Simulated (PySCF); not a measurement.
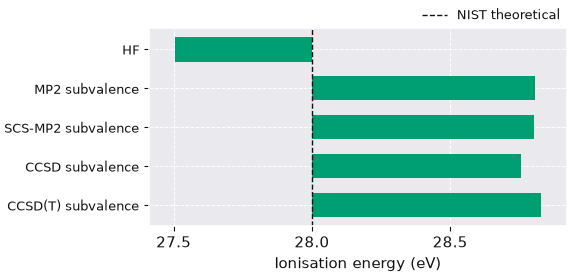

The ionisation energy of Ir²⁺ ([Xe] 4f¹⁴ 5d⁷ → [Xe] 4f¹⁴ 5d⁶) across levels of theory. PySCF, ANO-RCC-VTZP, spin-free X2C-1e, unrestricted single determinants, no spin-orbit coupling. Methods marked “subvalence” freeze 60 core electrons.

Question: Which methods come out highest, lowest and best?

Answer: The values run from 27.50 eV (HF) to 28.83 eV (CCSD(T) subvalence). The NIST theoretical value is 28.0 ± 2 eV, too uncertain to rank the methods. These values lack spin-orbit coupling; with the first-order correction of +0.21 eV added, HF comes nearest (−0.29).

| Method | Ionisation energy (eV) |
| --- | --- |
| HF | 27.50 |
| MP2 subvalence | 28.81 |
| SCS-MP2 subvalence | 28.80 |
| CCSD subvalence | 28.76 |
| CCSD(T) subvalence | 28.83 |
